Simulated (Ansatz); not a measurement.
**Molecular dynamics of TaNH4OF3 (part 4 of 4)**

Continued. System: TaNH4OF3, multiplicity 2. Method: UKS PBE/def2-SVP (Ansatz 0.2.0). It belongs to a series of runs on one base structure; here: dynamics from the highest image of the converged band.

Geometry of the input (Å):
```
Ta 0.0782  0.2000  -0.0145
F  2.0989  -0.2786  0.1251
O  -0.0106  0.0012  1.8662
H  0.3063  0.2206  2.7553
F  0.6389  1.0595  -1.6149
N  -1.3498  1.5892  0.0271
H  -1.9918  1.7714  0.8042
H  -1.5340  2.2311  -0.7509
F  -0.3958  -1.5193  -0.6629
H  2.7499  -1.3343  -0.0875
```

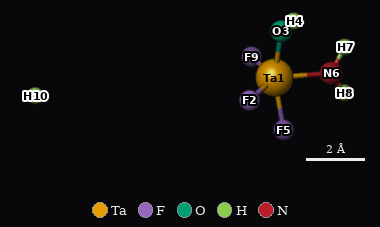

*The geometry at step 159 of the log (ball-and-stick view, seen at a tilt; atoms are numbered from 1 in the order of the input).*

Trajectory as extended XYZ, continued
```
10
Properties=species:S:1:pos:R:3:forces:R:3 step=118 time_fs=59.0 energy=-13290.07947 temperature=610.8
Ta    0.1113    0.1682   -0.0244    1.6218  -0.3481  -0.2749
F     2.1455    0.1392    0.2270   -2.4896   0.0390  -0.0447
O    -0.1493   -0.0227    1.8519    0.4772  -0.0962   0.1301
H     0.4208    0.2808    2.5779   -0.0913   0.0159   0.2333
F     0.5654    1.1099   -1.6141    0.1158  -0.0745  -0.1298
N    -1.3324    1.5226    0.0111   -0.1003   0.1121   0.4259
H    -1.9685    1.7185    0.7965    0.1938  -0.1721  -0.0285
H    -1.3972    2.2761   -0.6704   -0.0129   0.1281  -0.3705
F    -0.7021   -1.4415   -0.6108    0.2861   0.3952   0.0589
H     4.7849   -4.6636   -0.6837   -0.0007   0.0007   0.0001
10
Properties=species:S:1:pos:R:3:forces:R:3 step=123 time_fs=61.5 energy=-13290.05388 temperature=586.1
Ta    0.1119    0.1659   -0.0259    1.6813  -0.2498  -0.0720
F     2.1554    0.1644    0.2359   -2.5880  -0.0248  -0.0746
O    -0.1523   -0.0215    1.8454    0.5452  -0.1002   0.3652
H     0.3969    0.3090    2.5791   -0.1675  -0.0233   0.1302
F     0.5621    1.1029   -1.6080    0.1668   0.0430  -0.3573
N    -1.3246    1.5246    0.0236   -0.0340   0.4282  -0.2900
H    -1.9947    1.7017    0.7728    0.0155  -0.1320   0.3175
H    -1.4304    2.2579   -0.6913    0.0991  -0.2324  -0.0439
F    -0.7191   -1.4316   -0.6113    0.2822   0.2908   0.0249
H     4.8871   -4.8307   -0.7140   -0.0005   0.0005   0.0001
10
Properties=species:S:1:pos:R:3:forces:R:3 step=127 time_fs=63.5 energy=-13290.04629 temperature=578.8
Ta    0.1128    0.1641   -0.0271    1.6765  -0.1558   0.1226
F     2.1574    0.1845    0.2428   -2.5906  -0.0731  -0.0946
O    -0.1533   -0.0209    1.8411    0.5800  -0.0902   0.5334
H     0.3708    0.3307    2.5860   -0.2210  -0.0631   0.0307
F     0.5599    1.0974   -1.6039    0.1970   0.1319  -0.5353
N    -1.3186    1.5273    0.0328   -0.1362   0.5507  -0.5057
H    -2.0138    1.6823    0.7655    0.0767  -0.1156   0.2815
H    -1.4532    2.2351   -0.7112    0.1494  -0.3736   0.1771
F    -0.7322   -1.4230   -0.6116    0.2686   0.1885  -0.0099
H     4.9689   -4.9644   -0.7383   -0.0003   0.0003   0.0001
10
Properties=species:S:1:pos:R:3:forces:R:3 step=132 time_fs=66.0 energy=-13290.06087 temperature=592.8
Ta    0.1145    0.1617   -0.0286    1.6069  -0.0173   0.3954
F     2.1525    0.2095    0.2513   -2.5080  -0.1279  -0.1136
O    -0.1526   -0.0204    1.8375    0.4680  -0.1561   0.4922
H     0.3271    0.3549    2.5972   -0.1431  -0.0236   0.0967
F     0.5576    1.0909   -1.6004    0.2119   0.2241  -0.7293
N    -1.3116    1.5327    0.0428   -0.2749   0.1744  -0.0301
H    -2.0319    1.6520    0.7696    0.3327  -0.0864  -0.0186
H    -1.4742    2.1891   -0.7286    0.0630  -0.0365  -0.0344
F    -0.7477   -1.4118   -0.6120    0.2437   0.0491  -0.0584
H     5.0712   -5.1314   -0.7687   -0.0002   0.0002   0.0000
10
Properties=species:S:1:pos:R:3:forces:R:3 step=136 time_fs=68.0 energy=-13290.08166 temperature=613.0
Ta    0.1162    0.1599   -0.0297    1.5048   0.1160   0.6082
F     2.1428    0.2291    0.2577   -2.3705  -0.1662  -0.1223
O    -0.1507   -0.0204    1.8360    0.3725  -0.2009   0.4220
H     0.2856    0.3730    2.6098   -0.0851   0.0074   0.1403
F     0.5563    1.0862   -1.5992    0.2047   0.2721  -0.8472
N    -1.3068    1.5376    0.0505   -0.0836  -0.1839   0.1546
H    -2.0335    1.6240    0.7736    0.2831   0.0015  -0.0433
H    -1.4881    2.1493   -0.7431   -0.0465   0.2190  -0.2141
F    -0.7595   -1.4027   -0.6125    0.2208  -0.0651  -0.0983
H     5.1529   -5.2651   -0.7930   -0.0002   0.0002   0.0000
10
Properties=species:S:1:pos:R:3:forces:R:3 step=141 time_fs=70.5 energy=-13290.11689 temperature=647.0
Ta    0.1188    0.1575   -0.0309    1.3183   0.3030   0.8281
F     2.1240    0.2532    0.2655   -2.0972  -0.2052  -0.1222
O    -0.1470   -0.0210    1.8356    0.3444  -0.1450   0.5065
H     0.2287    0.3955    2.6321   -0.1158  -0.0617  -0.0222
F     0.5553    1.0811   -1.6001    0.1748   0.2911  -0.9347
N    -1.3009    1.5432    0.0604    0.3005  -0.1787  -0.4324
H    -2.0226    1.5897    0.7780   -0.0673   0.1234   0.1795
H    -1.5077    2.1097   -0.7700   -0.0507   0.0771   0.1432
F    -0.7737   -1.3915   -0.6134    0.1931  -0.2042  -0.1459
H     5.2551   -5.4321   -0.8233   -0.0001   0.0001   0.0000
10
Properties=species:S:1:pos:R:3:forces:R:3 step=145 time_fs=72.5 energy=-13290.14508 temperature=674.3
Ta    0.1212    0.1557   -0.0316    1.1061   0.4523   0.9539
F     2.1042    0.2720    0.2714   -1.7875  -0.2268  -0.1106
O    -0.1432   -0.0220    1.8367    0.2877  -0.1060   0.5192
H     0.1784    0.4112    2.6496   -0.1094  -0.1083  -0.1284
F     0.5548    1.0777   -1.6030    0.1333   0.2711  -0.9486
N    -1.2955    1.5470    0.0671    0.3251  -0.1083  -0.6807
H    -2.0149    1.5671    0.7879   -0.1162   0.1683   0.1377
H    -1.5255    2.0820   -0.7867   -0.0159  -0.0378   0.4362
F    -0.7847   -1.3830   -0.6145    0.1769  -0.3046  -0.1788
H     5.3369   -5.5657   -0.8476   -0.0001   0.0001   0.0000
10
Properties=species:S:1:pos:R:3:forces:R:3 step=150 time_fs=75.0 energy=-13290.18354 temperature=711.4
Ta    0.1245    0.1537   -0.0323    0.7296   0.6193   1.0326
F     2.0743    0.2949    0.2785   -1.2718  -0.2370  -0.0770
O    -0.1375   -0.0235    1.8396    0.1327  -0.1698   0.2749
H     0.1103    0.4255    2.6656   -0.0165  -0.0495  -0.0316
F     0.5546    1.0741   -1.6092    0.0607   0.2029  -0.8924
N    -1.2875    1.5514    0.0733    0.1110  -0.2939  -0.1083
H    -2.0095    1.5477    0.8054    0.1542   0.1767  -0.1855
H    -1.5491    2.0469   -0.7865   -0.0718   0.1564   0.1962
F    -0.7978   -1.3733   -0.6163    0.1719  -0.4052  -0.2088
H     5.4390   -5.7327   -0.8780   -0.0001   0.0001   0.0000
10
Properties=species:S:1:pos:R:3:forces:R:3 step=155 time_fs=77.5 energy=-13290.20725 temperature=734.3
Ta    0.1281    0.1518   -0.0326    0.1989   0.7538   0.9908
F     2.0405    0.3170    0.2854   -0.5975  -0.2210  -0.0163
O    -0.1313   -0.0257    1.8436    0.0139  -0.1999   0.0787
H     0.0409    0.4366    2.6794    0.0384  -0.0226   0.0082
F     0.5546    1.0712   -1.6183   -0.0244   0.0938  -0.7645
N    -1.2789    1.5544    0.0789    0.1464  -0.4211   0.2081
H    -1.9965    1.5388    0.8140    0.1351   0.1516  -0.1311
H    -1.5769    2.0212   -0.7751   -0.0990   0.3373  -0.1499
F    -0.8104   -1.3649   -0.6188    0.1882  -0.4720  -0.2240
H     5.5412   -5.8997   -0.9083    0.0000   0.0000   0.0000
10
Properties=species:S:1:pos:R:3:forces:R:3 step=159 time_fs=79.5 energy=-13290.20892 temperature=735.9
Ta    0.1310    0.1504   -0.0326   -0.3469   0.8243   0.8609
F     2.0120    0.3342    0.2908    0.0579  -0.1841   0.0550
O    -0.1262   -0.0280    1.8471   -0.0485  -0.1338   0.0948
H    -0.0131    0.4442    2.6903    0.0487  -0.0916  -0.1214
F     0.5546    1.0692   -1.6273   -0.0927  -0.0127  -0.6246
N    -1.2716    1.5557    0.0838    0.1958  -0.2103  -0.2521
H    -1.9806    1.5383    0.8154   -0.1026   0.1128   0.1791
H    -1.6029    2.0139   -0.7702    0.0719   0.1970   0.0337
F    -0.8200   -1.3592   -0.6212    0.2164  -0.5017  -0.2254
H     5.6230   -6.0333   -0.9326    0.0000   0.0000   0.0000
10
Properties=species:S:1:pos:R:3:forces:R:3 step=164 time_fs=82.0 energy=-13290.17785 temperature=705.9
Ta    0.1345    0.1490   -0.0323   -1.1595   0.8466   0.6102
F     1.9768    0.3552    0.2978    0.9867  -0.1047   0.1697
O    -0.1201   -0.0313    1.8517   -0.1424  -0.1169   0.0034
H    -0.0779    0.4489    2.6974    0.0831  -0.1119  -0.1530
F     0.5542    1.0665   -1.6404   -0.1743  -0.1547  -0.4197
N    -1.2619    1.5565    0.0889   -0.1025   0.0707  -0.4895
H    -1.9655    1.5435    0.8265   -0.0637   0.0708   0.2163
H    -1.6303    2.0144   -0.7610    0.3039   0.0092   0.2763
F    -0.8314   -1.3535   -0.6250    0.2689  -0.5091  -0.2138
H     5.7251   -6.2003   -0.9630    0.0000   0.0000   0.0000
10
Properties=species:S:1:pos:R:3:forces:R:3 step=168 time_fs=84.0 energy=-13290.13389 temperature=663.4
Ta    0.1370    0.1481   -0.0320   -1.8595   0.8159   0.3698
F     1.9507    0.3717    0.3038    1.7541  -0.0183   0.2723
O    -0.1156   -0.0343    1.8554   -0.2066  -0.1944  -0.2249
H    -0.1262    0.4480    2.6969    0.1056  -0.0364  -0.0074
F     0.5536    1.0640   -1.6518   -0.2352  -0.2658  -0.2426
N    -1.2544    1.5573    0.0917   -0.3885   0.0529   0.0238
H    -1.9559    1.5509    0.8440    0.2225   0.0472  -0.0549
H    -1.6404    2.0163   -0.7435    0.2857   0.0902   0.0585
F    -0.8399   -1.3501   -0.6285    0.3219  -0.4913  -0.1947
H     5.8069   -6.3339   -0.9873    0.0000   0.0001   0.0000
10
Properties=species:S:1:pos:R:3:forces:R:3 step=173 time_fs=86.5 energy=-13290.06507 temperature=596.9
Ta    0.1396    0.1472   -0.0315   -2.6651   0.7460   0.0425
F     1.9232    0.3924    0.3120    2.6135   0.1027   0.3925
O    -0.1106   -0.0387    1.8593   -0.2669  -0.2117  -0.3474
H    -0.1810    0.4449    2.6960    0.1162  -0.0212   0.0397
F     0.5521    1.0601   -1.6667   -0.3008  -0.3934  -0.0187
N    -1.2464    1.5584    0.0954   -0.2943  -0.0828   0.4614
H    -1.9324    1.5627    0.8633    0.2492   0.0359  -0.1020
H    -1.6386    2.0247   -0.7204    0.1527   0.2679  -0.3076
F    -0.8497   -1.3472   -0.6334    0.3954  -0.4434  -0.1604
H     5.9091   -6.5009   -1.0176    0.0000   0.0000   0.0000
10
Properties=species:S:1:pos:R:3:forces:R:3 step=177 time_fs=88.5 energy=-13290.02050 temperature=553.8
Ta    0.1411    0.1466   -0.0310   -3.1306   0.6837  -0.2116
F     1.9071    0.4091    0.3195    3.1061   0.1896   0.4603
O    -0.1074   -0.0427    1.8615   -0.3279  -0.1360  -0.2688
H    -0.2198    0.4413    2.6965    0.1390  -0.0986  -0.0752
F     0.5502    1.0562   -1.6787   -0.3420  -0.4816   0.1525
N    -1.2409    1.5590    0.0995   -0.0586  -0.0018   0.0640
H    -1.9036    1.5737    0.8751   -0.0413   0.0590   0.1620
H    -1.6296    2.0417   -0.7129    0.2007   0.1754  -0.1561
F    -0.8565   -1.3460   -0.6377    0.4547  -0.3896  -0.1271
H     5.9908   -6.6345   -1.0419    0.0000   0.0000   0.0000
10
Properties=species:S:1:pos:R:3:forces:R:3 step=182 time_fs=91.0 energy=-13289.99121 temperature=525.6
Ta    0.1420    0.1461   -0.0306   -3.3476   0.6175  -0.4510
F     1.8958    0.4306    0.3302    3.3424   0.2539   0.4789
O    -0.1045   -0.0483    1.8633   -0.3789  -0.1320  -0.3141
H    -0.2608    0.4316    2.6934    0.1513  -0.1060  -0.0577
F     0.5469    1.0498   -1.6932   -0.3808  -0.5689   0.3466
N    -1.2343    1.5600    0.1048   -0.0242   0.1732  -0.3336
H    -1.8700    1.5910    0.8982   -0.1736   0.1128   0.1862
H    -1.6071    2.0712   -0.7097    0.2873  -0.0429   0.2253
F    -0.8638   -1.3455   -0.6434    0.5241  -0.3078  -0.0805
H     6.0930   -6.8015   -1.0723    0.0000   0.0000   0.0000
10
Properties=species:S:1:pos:R:3:forces:R:3 step=186 time_fs=93.0 energy=-13289.99959 temperature=533.6
Ta    0.1419    0.1459   -0.0303   -3.1868   0.5922  -0.5453
F     1.8943    0.4483    0.3398    3.1853   0.2518   0.4271
O    -0.1031   -0.0531    1.8638   -0.3781  -0.2096  -0.4813
H    -0.2871    0.4194    2.6887    0.1294  -0.0337   0.0944
F     0.5433    1.0434   -1.7041   -0.4026  -0.6179   0.4811
N    -1.2291    1.5612    0.1082   -0.1329   0.1110   0.0689
H    -1.8496    1.6095    0.9239    0.0306   0.1335  -0.1839
H    -1.5774    2.0942   -0.6996    0.1811   0.0060   0.1796
F    -0.8685   -1.3458   -0.6482    0.5739  -0.2332  -0.0407
H     6.1747   -6.9351   -1.0966    0.0000   0.0000   0.0000
10
Properties=species:S:1:pos:R:3:forces:R:3 step=191 time_fs=95.5 energy=-13290.03977 temperature=572.5
Ta    0.1408    0.1457   -0.0301   -2.6157   0.6096  -0.5505
F     1.9014    0.4712    0.3530    2.6092   0.1766   0.2843
O    -0.1027   -0.0598    1.8630   -0.4030  -0.2101  -0.4944
H    -0.3130    0.4022    2.6875    0.1353  -0.0448   0.1008
F     0.5378    1.0337   -1.7163   -0.4155  -0.6527   0.6166
N    -1.2230    1.5630    0.1128   -0.0195  -0.1043   0.4891
H    -1.8224    1.6397    0.9459    0.0902   0.1390  -0.3407
H    -1.5316    2.1247   -0.6792   -0.0065   0.2219  -0.1149
F    -0.8727   -1.3469   -0.6543    0.6255  -0.1351   0.0097
H     6.2769   -7.1021   -1.1269    0.0000   0.0000   0.0000
10
Properties=species:S:1:pos:R:3:forces:R:3 step=195 time_fs=97.5 energy=-13290.08728 temperature=618.3
Ta    0.1393    0.1458   -0.0301   -1.9600   0.6527  -0.4858
F     1.9131    0.4899    0.3642    1.9465   0.0694   0.1272
O    -0.1035   -0.0657    1.8609   -0.4507  -0.1473  -0.3625
H    -0.3279    0.3864    2.6907    0.1734  -0.1201  -0.0253
F     0.5324    1.0244   -1.7246   -0.4113  -0.6596   0.6923
N    -1.2183    1.5643    0.1178    0.1727  -0.0483   0.0646
H    -1.7976    1.6699    0.9503   -0.1342   0.1602  -0.0113
H    -1.4942    2.1572   -0.6660    0.0078   0.1529  -0.0472
F    -0.8746   -1.3481   -0.6591    0.6559  -0.0598   0.0480
H     6.3587   -7.2357   -1.1512    0.0000   0.0000   0.0000
10
Properties=species:S:1:pos:R:3:forces:R:3 step=200 time_fs=100.0 energy=-13290.13874 temperature=668.1
Ta    0.1369    0.1460   -0.0302   -1.0496   0.7144  -0.3341
F     1.9331    0.5134    0.3785    1.0253  -0.0975  -0.0894
O    -0.1060   -0.0736    1.8571   -0.4464  -0.1804  -0.3719
H    -0.3373    0.3605    2.6938    0.1700  -0.1072   0.0030
F     0.5245    1.0110   -1.7331   -0.3876  -0.6415   0.7387
N    -1.2117    1.5658    0.1241    0.1163   0.2943  -0.4546
H    -1.7739    1.7161    0.9559   -0.2127   0.1371   0.1936
H    -1.4463    2.2043   -0.6503    0.1068  -0.1411   0.2246
F    -0.8751   -1.3497   -0.6650    0.6780   0.0219   0.0901
H     6.4608   -7.4027   -1.1815    0.0000   0.0000   0.0000
```
